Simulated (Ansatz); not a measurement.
## AgF (model cell, started as CsCl type): phonons and vibrational spectra

The cell of AgF (model cell, started as CsCl type) is at rest. What are its phonons? After the zone centre comes a 4×4×4 q mesh on a 12×12×12 k mesh.

Calculated with Ansatz 0.2.0; DFT LDA, scalar-relativistic, plane waves, PAW.

The structure was built from a prototype and need not be the compound's stable phase.

**1. The structure**

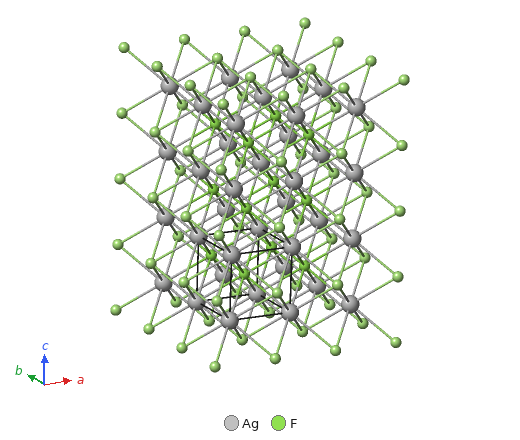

The cell as given, from a free direction (silver light grey, fluorine green). 2×2×3 cells are drawn. Some periodic images of atoms are drawn too.

**2. Modes at Γ**

The cell comes from relaxations at this level that are not shown. The zone centre comes first: it holds the modes that light can see, as far as symmetry allows. No field response is asked, since the mesh shows no gap.

File input.yaml:

```yaml
crystal:
  lattice:
    - [2.9018678117, 0.0, 0.0]
    - [0.0, 2.9018678117, 0.0]
    - [0.0, 0.0, 2.9018678117]
  atoms:
    - { symbol: Ag, position: [0.0, 0.0, 0.0] }
    - { symbol: F, position: [0.5, 0.5, 0.5] }
kpoints:
  mp_grid: { grid: [12, 12, 12] }
hamiltonian:
  xc: lda
scf:
  occupations: { method: methfessel_paxton, width: 0.15 }
output:
  eigenvalues: true
phonons:
  method: dfpt
```

Command:

```sh
$ ansatz run input.yaml --threads 4 --pin off --max-ram 7168MiB --backend cpu --events-out ev --progress --plain --runs-dir out
```

Numbers of over 12 decimals in the logs are rounded to 6 here.

Log:

```text
Engine: ansatz 0.2.0, aarch64-unknown-linux-gnu
Pseudopotentials: kind: paw
Pseudopotential: Ag, paw, valence charge 19, recommended cutoff 420 eV (normal), Ag.paw.azcp
Pseudopotential: F, paw, valence charge 7, recommended cutoff 420 eV (normal), F.paw.azcp
Functional definition: SPW92
  exchange = slater_x
  correlation = pw_c
Crystal: 2 atoms, lattice volume = 24.436 Å³
Basis set: ecut = 420 eV, 461 PW (Γ), exchange–correlation on 40×40×40 points (8 copies of the dense FFT grid, shifted against one another)
Bands: 17, of which v1, the nominal top of the filled ones, is band 13 counted from 1 (12 counted from 0)
Symmetry: 48 space group operations
k-points: 196 of 1728 (irreducible under 8 space group operations, time reversal used)
Non-local potential: Ag, projectors of the file, l = 0: 3, l = 1: 2, l = 2: 2, l = 3: 1
Non-local potential: F, projectors of the file, l = 0: 2, l = 1: 2, l = 2: 1
PAW form: soft (Blöchl's): semilocal exchange-correlation on the pseudo side does not see the compensation charge
PAW frozen core: Ag, regenerated for the run's functional, and the local potential with it (the file was generated under x = pbe(κ = 0.804, μ = 0.219515), c = pbe(β = 0.066725))
PAW frozen core: F, regenerated for the run's functional, and the local potential with it (the file was generated under x = pbe(κ = 0.804, μ = 0.219515), c = pbe(β = 0.066725))
PAW one-centre angular grid: Ag, 590 points (default); XC on 64 Gauss nodes
PAW one-centre angular grid: F, 110 points (default); XC on 64 Gauss nodes
Initial density: superposition of atomic densities (neutral atoms: chi_scale 0, normalization atom), corrected by the library's trained network
Initial wavefunctions: pseudopotential atomic-orbital guess
Functional: x = slater, c = lda
SCF iter   1: F=—  HF=-8250.806249 eV  |F-HF|=—  |Δ(HF+E_count)|=         —  Δρ=2.57e-2  dr2=1.16e-1  ethr=1.77e-3  ⟨swp⟩=4.6  Hψ=13705  notcnv=0
preconditioner: auto → none  [metal: Δε(μ)=0.053 eV  Ē_g=15.320 eV  σ=0.150 eV  W_gap=0.29  n_scr=6 (ndim 8)  ℏωp=31.9 eV  f_vac=0.000  D(μ)=0.58/eV (n_scr^D=0)  sad-step TF]
SCF iter   2: F=—  HF=-8250.782054 eV  |F-HF|=—  |Δ(HF+E_count)|=   2.42e-2  S|Δr|=    0.00e0  Δρ=1.30e-2  dr2=3.32e-2  ethr=4.44e-4  ⟨swp⟩=1.2  Hψ=4939  notcnv=0
SCF iter   3: F=—  HF=-8250.772994 eV  |F-HF|=—  |Δ(HF+E_count)|=   9.06e-3  S|Δr|=    0.00e0  Δρ=1.62e-3  dr2=4.57e-4  ethr=1.28e-4  ⟨swp⟩=2.2  Hψ=4452  notcnv=0
SCF iter   4: F=—  HF=-8250.772860 eV  |F-HF|=—  |Δ(HF+E_count)|=   1.33e-4  S|Δr|=    0.00e0  Δρ=4.63e-4  dr2=3.83e-5  ethr=1.76e-6  ⟨swp⟩=2.4  Hψ=5573  notcnv=0
SCF iter   5: F=—  HF=-8250.772846 eV  |F-HF|=—  |Δ(HF+E_count)|=   1.45e-5  S|Δr|=    0.00e0  Δρ=3.48e-5  dr2=8.60e-8  ethr=1.47e-7  ⟨swp⟩=2.2  Hψ=5243  notcnv=0
SCF iter   6: F=—  HF=-8250.772846 eV  |F-HF|=—  |Δ(HF+E_count)|=   1.17e-7  S|Δr|=    0.00e0  Δρ=4.07e-6  dr2=2.77e-9  ethr=3.31e-10  ⟨swp⟩=2.1  Hψ=4402  notcnv=0
SCF iter   7: F=-8250.772846 eV  HF=-8250.772846 eV  |F-HF|=3.64e-12  |Δ(HF+E_count)|=  7.84e-10  S|Δr|=    0.00e0  Δρ=2.05e-7  dr2=5.92e-12  ethr=1.00e-12  ⟨swp⟩=4.1  Hψ=16365  notcnv=0
SCF 1 converged in 7 iterations: F = -8250.772846 eV  dr2 = 5.92e-12
  greatest PAW one-centre occupation: 1.002 electrons in one spin orbital (limit 2), on the Ag atom at site 0 (counted from 0), in its partial waves of l = 0
DFPT response loops at Γ: preconditioner auto → Kerker (q_TF=auto, 2.757 Å⁻¹) (partly filled bands, converged f_vac=0.000); β = 1.00, the filter's whole step (`scf.mixing.beta` (0.50) is not read by the response loops under this deck's `scf.mixing.preconditioner`; to damp them name `kerker` or `kerker_dos`, under which they read `scf.mixing.beta`, and type it under 1.00, their step now; both keys bind the ground state too); Broyden in place of MSR1
SCF converged after 7 iterations
Stability not checked: this state was not tested for a lower state beside it, because cold or Methfessel-Paxton smearing, or corrected tetrahedra, fill the levels in a way that the test cannot read (fill_not_monotonic; see scf.lower_state_search)
Free energy (F): -8250.772846 eV
Harris-Foulkes:  -8250.772846 eV  (|F-HF|=3.64e-12)
Internal energy: -8250.776139 eV  (E = F + TS)
E sigma→0 (E₀):  -8250.773669 eV
Entropy (-TS):   0.003293 eV (1.647 meV/atom)
Fermi energy:    11.846585 eV
Step filling:    the computed levels leave a gap of 0.0000 eV = 0.0 smearing widths at the electron count; against every level under it full and every level over it empty, smearing changes F+E_penalty+E_count by +0.806 meV and its σ→0 estimate by -0.017 meV
--- Per-component energies (eV) ---
  E_band       = -267.140421
  E_kinetic    = 733.459982
  E_local      = -2681.712614  (includes V_loc(G=0)·N_el)
  E_nonlocal   = 166.479569
  E_hartree    = 1166.390025
  E_xc         = -259.954250
  E_vxc        = -333.328103  (∫ρ·V_xc dr)
  E_paw        = -3960.780380  (= ΣΔE_a)
  E_vpaw       = -484.821630  (= ΣTr[D̂ρ^β])
  E_aug_tail   = 0.002229  (compensation charges beyond the density's cutoff)
  E_ewald      = -3415.498759
  E_core_change = 0.838059  (= ΣΔE_core)
  E_smearing   = 0.003293  (= −TS)
  E_closure    = 0.000000  (closes the sum)
  Σ components = -8250.772846   (vs F -8250.772846, Δ=0.00e0)
--- Band table (eV; the first three rows and the last of 196) ---
  k-point 0: bands = [... 9 lower, 8.8108, 11.0023, 11.0119, 11.0119, 11.0119, 28.9285, 28.9285, 29.2408]
  k-point 1: bands = [... 9 lower, 9.0290, 11.0175, 11.0620, 11.0620, 11.4011, 27.2867, 28.8471, 29.2616]
  k-point 2: bands = [... 9 lower, 9.4229, 11.0329, 11.1887, 11.1887, 12.2494, 25.3447, 28.6189, 29.2929]
  k-point 195: bands = [... 9 lower, 11.6778, 11.8819, 11.8819, 11.8819, 20.0738, 20.0738, 20.0738, 25.1894]
--- Phonons (Γ-DFPT): 2 representative perturbations + reference, on 196 of 1728 k-points (Σ response iterations 8) ---
  k mesh reduced under 8 symmetry operations, with k and −k counted as one. Each operation leaves every solved perturbation unchanged. A smaller set is not used because it would not reduce the number of displacements times k-points to solve
  ASR residual: 1.287e-4 → 0.000e0 eV/Å²; symmetrization residual: 3.029e-6 eV/Å²
  ASR residual per site (eV/Å²): 1.07e-5 1.29e-4
  Γ frequencies (cm⁻¹): 0.00 0.00 0.00 169.16 169.16 169.16
  non-analytic LO–TO correction: not included (Born effective charges unavailable; polar crystals: no LO–TO splitting at Γ)
```

Run time: 16 s. Hardware: 4 threads of Arm Neoverse N1, shared host; peak memory 0.47 GiB; 35 s of CPU time.

Reading the cycles: dr2 is the Hartree energy of the density residual (eV), the measure of convergence; HF is the Harris–Foulkes estimate of the energy, which meets the free energy F at convergence.

Numbers from this step:

```yaml
volume_per_atom: 12.22 Å³
gap_on_the_k_mesh: 0 eV
sum_rule_residual_before_enforcement: 1.29e-4 eV/Å²
point_group: m-3m
highest_optical_mode_at_the_zone_centre_no_lo_to_term: 169.2 cm⁻¹
lowest_optical_zone_centre_mode: 169.2 cm⁻¹
```

Patterns of degenerate modes are one choice out of their space. The modes at Γ (shares of kinetic energy by element, %):

```
mode  frequency (cm⁻¹)  symmetry  Ag %  F %
   1               0.0  acoustic    85   15
   2               0.0  acoustic    85   15
   3               0.0  acoustic    85   15
   4             169.2       T1u    15   85
   5             169.2       T1u    15   85
   6             169.2       T1u    15   85
```

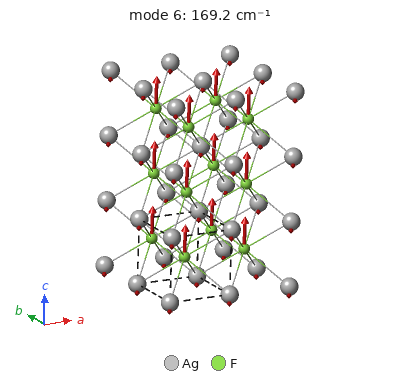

Displacement patterns of mode 6 at Γ; arrows are exaggerated. 2×2×3 cells are drawn. Some periodic images of atoms are drawn too.

Before it was imposed, the acoustic sum rule was missed by 1.3e-4 eV/Å². Small misses are needed for a sound result but don't prove that mesh and cutoff are converged. The lowest optical mode is real, 169 cm⁻¹.

**3. The dispersion**

Stability and thermal properties need the whole zone. Linear response on a 4×4×4 q mesh gives force constants as far as a supercell of that size would.

input.yaml, as its differences from that of step 2:

```diff
@@ -18 +18,8 @@
   method: dfpt
+  qmesh: [4, 4, 4]
+  temperatures: { t_max: 1000, t_step: 50 }
+  qpath:
+    path:
+      - [[0.0, 0.0, 0.0], [0.0, 0.5, 0.0], [0.5, 0.5, 0.0], [0.0, 0.0, 0.0], [0.5, 0.5, 0.5], [0.0, 0.5, 0.0]]
+      - [[0.5, 0.5, 0.5], [0.5, 0.5, 0.0]]
+    npoints: 10
```

Log:

```text
[...]
Crystal: 2 atoms, lattice volume = 24.436 Å³
Basis set: ecut = 420 eV, 461 PW (Γ), exchange–correlation on 40×40×40 points (8 copies of the dense FFT grid, shifted against one another)
Bands: 17, of which v1, the nominal top of the filled ones, is band 13 counted from 1 (12 counted from 0)
Symmetry: 48 space group operations
k-points: 84 of 1728
[...]
SCF iter   1: F=—  HF=-8250.806248 eV  |F-HF|=—  |Δ(HF+E_count)|=         —  Δρ=2.57e-2  dr2=1.16e-1  ethr=1.77e-3  ⟨swp⟩=4.6  Hψ=5882  notcnv=0
[...]
SCF iter   7: F=-8250.772846 eV  HF=-8250.772846 eV  |F-HF|=1.82e-12  |Δ(HF+E_count)|=  7.60e-10  S|Δr|=    0.00e0  Δρ=2.05e-7  dr2=5.89e-12  ethr=1.00e-12  ⟨swp⟩=4.1  Hψ=7013  notcnv=0
SCF 1 converged in 7 iterations: F = -8250.772846 eV  dr2 = 5.89e-12
[...]
iter 1 solved again at ethr=1.30e-9 eV; its pass at ethr=3.10e-3 eV (dr2=3.39e-7 eV) is discarded
[...]
SCF iter   2: F=-8250.772846 eV  HF=-8250.772846 eV  |F-HF|=1.82e-12  |Δ(HF+E_count)|=  2.42e-10  S|Δr|=    0.00e0  Δρ=1.03e-7  dr2=1.64e-12  ethr=1.00e-12  ⟨swp⟩=4.8  Hψ=5214  notcnv=0
SCF 2 converged in 2 iterations: F = -8250.772846 eV  dr2 = 1.64e-12
phonons: the bands overlap, so this run is a metal and interpolates without the dipole-dipole term. If the crystal is really an insulator or semiconductor, its LO-TO splitting is missing
NSCF: frozen V_eff on 84 k-points
[...]
DFPT response loops at q = (0, 0, 0) (fractional): preconditioner auto → Kerker (q_TF=auto, 2.757 Å⁻¹) (partly filled bands, converged f_vac=0.000); β = 1.00, the filter's whole step (`scf.mixing.beta` (0.50) is not read by the response loops under this deck's `scf.mixing.preconditioner`; to damp them name `kerker` or `kerker_dos`, under which they read `scf.mixing.beta`, and type it under 1.00, their step now; both keys bind the ground state too); Broyden in place of MSR1
[...]
SCF converged after 7 iterations
[...]
Free energy (F): -8250.772846 eV
[...]
Internal energy: -8250.776139 eV  (E = F + TS)
E sigma→0 (E₀):  -8250.773669 eV
Entropy (-TS):   0.003293 eV (1.647 meV/atom)
Fermi energy:    11.846585 eV
[...]
--- Band table (eV; the first three rows and the last of 84) ---
  k-point 0: bands = [... 9 lower, 8.8108, 11.0023, 11.0119, 11.0119, 11.0119, 28.9285, 28.9285, 29.2408]
  k-point 1: bands = [... 9 lower, 9.0290, 11.0175, 11.0620, 11.0620, 11.4011, 27.2867, 28.8471, 29.2616]
  k-point 2: bands = [... 9 lower, 9.4229, 11.0329, 11.1887, 11.1887, 12.2494, 25.3447, 28.6189, 29.2929]
  k-point 83: bands = [... 9 lower, 11.6778, 11.8819, 11.8819, 11.8819, 20.0738, 20.0738, 20.0738, 25.1894]
--- Phonons (Γ-DFPT): 2 representative perturbations + reference (Σ response iterations 8) ---
  ASR residual: 1.284e-4 → 0.000e0 eV/Å²; symmetrization residual: 2.319e-6 eV/Å²
  ASR residual per site (eV/Å²): 1.13e-5 1.28e-4
  Γ frequencies (cm⁻¹): 0.00 0.00 0.00 169.16 169.16 169.16
--- Phonons (arbitrary-q DFPT): 10 irreducible q on the 4×4×4 mesh ---
  q = [0.0000, 0.0000, 0.0000] (star 1, of the zone-centre solve; hermiticity 2.73e-6, symmetrization 1.44e-11): -0.00 -0.00 0.00 169.16 169.16 169.16
  q = [0.0000, 0.0000, 0.2500] (star 6, 4 solved perturbations in 1848 linear systems a pass and spin channel, the states on 588 of 1728 k-point pairs; hermiticity 5.11e-7, symmetrization 2.29e-13): -13.71 -13.71 107.33 138.55 138.55 248.22
[...]
q = [0.0000, 0.2500, -0.5000] (star 12, 6 solved perturbations on 588 of 1728 k-point pairs; hermiticity 1.61e-6, symmetrization 5.01e-10): 41.13 78.73 112.09 113.61 204.80 267.61
[...]
sum rule: each row above includes the acoustic sum rule's correction from the zone centre's row sums; it moved no ω² by more than (1.36 cm⁻¹)²
  mesh force constants: q→R imaginary residual 3.33e-18; ASR residual 1.284e-4 → 0.000e0 eV/Å²; symmetrization residual 1.998e-15 eV/Å²
  interpolated dispersion: 62 rows × 6 modes
  density of states and harmonic sums: on the 24×24×24 q-mesh, interpolated from the force constants of a 4×4×4 supercell (no non-analytic term)
  largest difference from the sums on the solved wave vectors: F 4.93e-2 eV, S 6.45e-5 and C_V 1.52e-5 eV/K
  zero-point energy: 0.048833 eV/cell   skipped modes (ω ≤ 0): 43, of them read as no rigid motion or as one in doubt: 40 (5.729e-2 modes/cell left out, lowest -16.23 cm⁻¹)   left out of the sums: 9.58e-3 of the cell's modes: C_V's classical limit lies that fraction below 3 k_B per atom; for a crystal, a wire or a layer, F and S can be off by more, and a phonons.interpolated_qmesh denser along its periods is the remedy for the sampling
```

The job ended after 6.7 min (4 threads; peak memory 1.3 GiB; 19 min of CPU time).

This step gave:

```yaml
sum_rule_residual_before_enforcement: 1.28e-4 eV/Å²
lowest_frequency_on_the_path: -16.29 cm⁻¹
highest_frequency_on_the_path_or_at_a_solved_wavevector: 285.6 cm⁻¹
lowest_mode_on_the_q_mesh_acoustic_modes_at_gamma_apart: -13.71 cm⁻¹
```

Frequencies (cm⁻¹) solved at each irreducible wavevector; negative means imaginary. Frequencies by wavevector, by row:

```
q in reciprocal lattice units  star  mode 1  mode 2  mode 3  mode 4  mode 5  mode 6
                        0 0 0     1       0       0       0   169.2   169.2   169.2
                     0 0 0.25     6   -13.7   -13.7   107.3   138.6   138.6   248.2
                     0 0 -0.5     3    51.2    51.2    92.6    92.6   150.6   285.6
                  0 0.25 0.25    12    22.1    59.8   113.9   127.8   217.4   225.9
                  0 0.25 -0.5    12    41.1    78.7   112.1   113.6   204.8   267.6
                  0 -0.5 -0.5     3    27.5    83.8    83.8     127     255     255
               0.25 0.25 0.25     8    59.2    59.2   104.8   181.9   181.9   228.3
               0.25 0.25 -0.5    12    67.1      85    99.4   122.8   208.6   241.8
               0.25 -0.5 -0.5     6    80.2    86.6    86.6   141.2   216.3   216.3
               -0.5 -0.5 -0.5     1   108.8   108.8   108.8   138.8   138.8   138.8
```

Interpolated from a 4×4×4 q mesh. The phonon branches at the labelled points (cm⁻¹):

```
    point  branch 1  branch 2  branch 3  branch 4  branch 5  branch 6
        Γ         0         0         0       169       169       169
        X        51        51        93        93       151       286
        M        28        84        84       127       255       255
        Γ         0         0         0       169       169       169
        R       109       109       109       139       139       139
        X        51        51        93        93       151       286
jump to R       109       109       109       139       139       139
        M        28        84        84       127       255       255
```

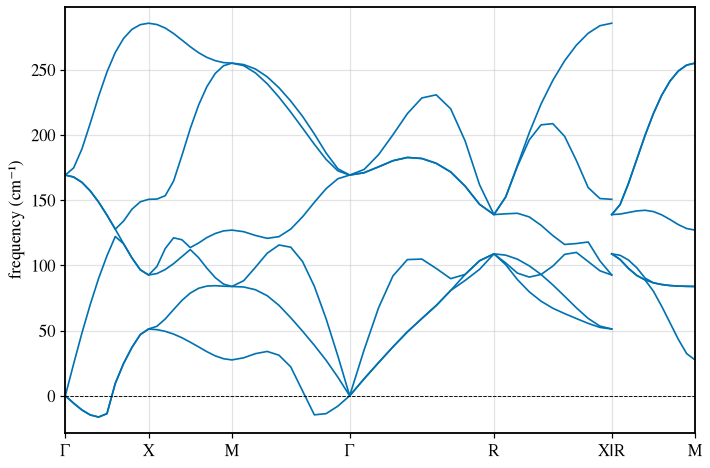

Phonon branches along the path.

The phonon density of states has structure finer than the step of the table below, so its rows give means over 25 cm⁻¹, whole bins alone (the curve runs from -17.5 to 288 cm⁻¹). Peaks (cm⁻¹: height): 82.5: 0.0421, 117.5: 0.0433, 232.5: 0.0240.

Tetrahedra on a 24×24×24 mesh, mean over bins of 5 cm-1. Interpolated from a 4×4×4 q mesh. Table of phonon density of states by wavenumber; means over each step:

```
wavenumber (cm⁻¹)  phonon density of states (1/cm⁻¹/cell)
                0                                 0.00328
               25                                  0.0125
               50                                  0.0304
               75                                  0.0321
              100                                  0.0341
              125                                  0.0333
              150                                  0.0170
              175                                  0.0116
              200                                  0.0179
              225                                  0.0198
              250                                  0.0206
              275                                 0.00687
```

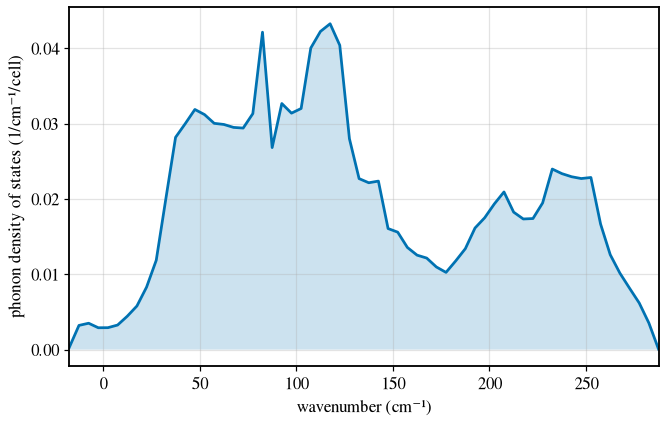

Phonon density of states, plotted against wavenumber.

[end of part 1 of 2]

[Logs are printed without paths, hosts, clocks, repeated set-up lines and the standing remarks that a program may print on its own settings, such as how far it seeks lower states.]

[Hosts, paths, dates, database ids (printed as entryN), source tags and the programs' standing remarks are cut or masked in the printed files.]
